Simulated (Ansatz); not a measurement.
# C2H4ClF (1-chloro-2-fluoroethane): SVWN5/6-311+G(d,p)

Aim: the vertical electron affinity of C2H4ClF (1-chloro-2-fluoroethane) at SVWN5/6-311+G**, from 2 runs. 

The results are computed with Ansatz 0.2.0.

37 further runs of the same task are left out: 37 set aside as unsound or not needed.

## (1) Starting point

C2H4ClF: 8 atoms, total charge 0, spin state singlet. As SMILES, `FCCCl`. The shape is that of a PBE0-D4/def2-TZVP optimisation. This is one conformer, not always the lowest.

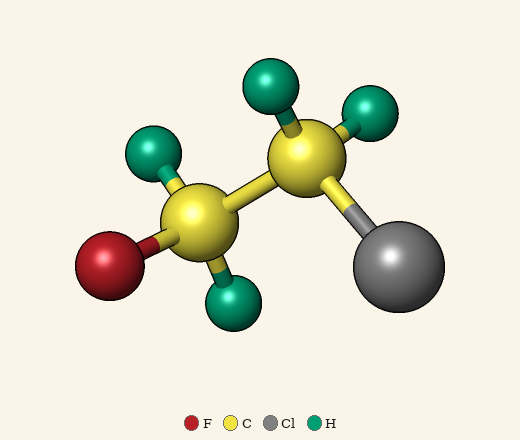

The structure, seen from a chosen angle (fluorine red, carbon yellow, chlorine grey, hydrogen teal).

## (2) A single-point energy at SVWN5/6-311+G(d,p)

The input, job.yaml:

```yaml
crystal:
  periodic: [false, false, false]
  atoms:
    - symbol: F
      position_ang: [-1.336980, 0.498150, 1.030500]
    - symbol: C
      position_ang: [-0.143560, 0.671020, 0.368890]
    - symbol: C
      position_ang: [0.300450, -0.609920, -0.275720]
    - symbol: Cl
      position_ang: [-0.759330, -1.087620, -1.620890]
    - symbol: H
      position_ang: [-0.273910, 1.462220, -0.374180]
    - symbol: H
      position_ang: [0.609620, 0.981160, 1.102570]
    - symbol: H
      position_ang: [0.296790, -1.425630, 0.446820]
    - symbol: H
      position_ang: [1.306920, -0.489380, -0.677980]
basis:
  gaussian: {orbitals: 6-311+G_st__st_-spherical.json}
hamiltonian: {xc: {name: SVWN5}}
accuracy: high
output: {orbitals: {seedname: orbitals}}
```

The basis set 6-311+G** is read from a file made from the Basis Set Exchange's data (not shown).

On the command line:

```bash
ansatz run job.yaml --threads 1 --pin off --max-ram 3480MiB --events-out events.jsonl --progress --plain --runs-dir runs
```

Log:

```text
Warning: RAYON_NUM_THREADS=1 ignored (pool sized by the plan → 1); use --threads N
Functional definition: SVWN5
  name "SVWN5"
  exchange = slater_x
  correlation = vwn5_c
2284 factors; integrals over basis functions are off by at most 4.6e-9 eV
mean field evaluation 1: about -17294.0740 eV, gradient 6.2e1 eV
mean field evaluation 2: about -17279.5011 eV, gradient 9.4e1 eV
mean field evaluation 4: about -17302.8949 eV, gradient 5.4e0 eV
mean field evaluation 8: about -17302.9444 eV, gradient 4.5e-1 eV
mean field evaluation 16: about -17302.9448 eV, gradient 9.3e-6 eV
mean field -17302.94480066 eV, -635.8714930671 hartree, gradient 3.6e-8 eV, S^2 0.000000; 0 other end points of the search recorded, 0 dependent functions left out
reference -17302.94480762 eV, -635.8714933226 hartree; 21, 21 occupied and 99, 99 virtual orbitals, 2284 factors
Total energy: -17302.94480762 eV, -635.8714933226 hartree
```

Run time: 6.3 s. Hardware: 1 thread of Arm Neoverse V1, shared host; peak memory 0.33 GiB.

## (3) The doublet anion, same level

The input, run.yaml:

```yaml
basis:
  gaussian: {orbitals: 6-311+G_st__st_-spherical.json}
crystal:
  periodic: [false, false, false]
  atoms:
    - {symbol: F, position_ang: [-1.336980, 0.498150, 1.030500]}
    - {symbol: C, position_ang: [-0.143560, 0.671020, 0.368890]}
    - {symbol: C, position_ang: [0.300450, -0.609920, -0.275720]}
    - {symbol: Cl, position_ang: [-0.759330, -1.087620, -1.620890]}
    - {symbol: H, position_ang: [-0.273910, 1.462220, -0.374180]}
    - {symbol: H, position_ang: [0.609620, 0.981160, 1.102570]}
    - {symbol: H, position_ang: [0.296790, -1.425630, 0.446820]}
    - {symbol: H, position_ang: [1.306920, -0.489380, -0.677980]}
total_charge: -1
magnetization: {spin_polarized: true, initial_magnetization: 1}
hamiltonian: {xc: {name: SVWN5}}
accuracy: high
output: {orbitals: {seedname: orbitals}}
```

The basis set 6-311+G** is read from a file made from the Basis Set Exchange's data (not shown).

On the command line:

```bash
ansatz run run.yaml --threads 1 --pin off --max-ram 3480MiB --events-out events.jsonl --progress --plain --runs-dir runs
```

Log:

```text
Warning: RAYON_NUM_THREADS=1 ignored (pool sized by the plan → 1); use --threads N
[... 4 set-up lines as earlier in the session ...]
2284 factors; integrals over basis functions are off by at most 4.6e-9 eV
mean field evaluation 1: about -17295.3787 eV, gradient 4.0e1 eV
mean field evaluation 2: about -17278.6307 eV, gradient 7.3e1 eV
mean field evaluation 4: about -17301.9237 eV, gradient 3.1e0 eV
mean field evaluation 8: about -17301.9969 eV, gradient 4.3e-1 eV
mean field evaluation 16: about -17301.9980 eV, gradient 2.2e-4 eV
mean field evaluation 32: about -17300.7850 eV, gradient 4.1e0 eV
mean field -17301.99803968 eV, -635.8367002429 hartree, gradient 5.6e-8 eV, S^2 0.750188; 8 other end points of the search recorded, 0 dependent functions left out
reference -17301.99804266 eV, -635.8367003524 hartree; 22, 21 occupied and 98, 99 virtual orbitals, 2284 factors
Total energy: -17301.99804266 eV, -635.8367003524 hartree
```

Wall time 13 s (1 thread of Arm Neoverse V1, shared host); peak memory 0.4 GiB.

## (4) Results

Level: SVWN5/6-311+G**.

```
                                         quantity          value
                    singlet C2H4ClF: total energy  -635.87149 Eh
                     singlet C2H4ClF: HOMO energy       -7.35 eV
                     singlet C2H4ClF: LUMO energy       -0.82 eV
                   singlet C2H4ClF: HOMO–LUMO gap        6.53 eV
                      doublet anion: total energy  -635.83670 Eh
doublet anion: HOMO energy (highest over α and β)        2.64 eV
 doublet anion: LUMO energy (lowest over α and β)        3.01 eV
                              doublet anion: ⟨S²⟩          0.750
vertical electron affinity (to the doublet anion)      -0.947 eV
```

In words: The anion lies 0.95 eV (91.3 kJ/mol) above the neutral: the electron isn't bound at this level, and such a value depends on the basis. The HOMO (doublet anion) lies at positive energy, 2.64 eV, as semi-local functionals often give for anions; only total energies tell whether the electron is bound.
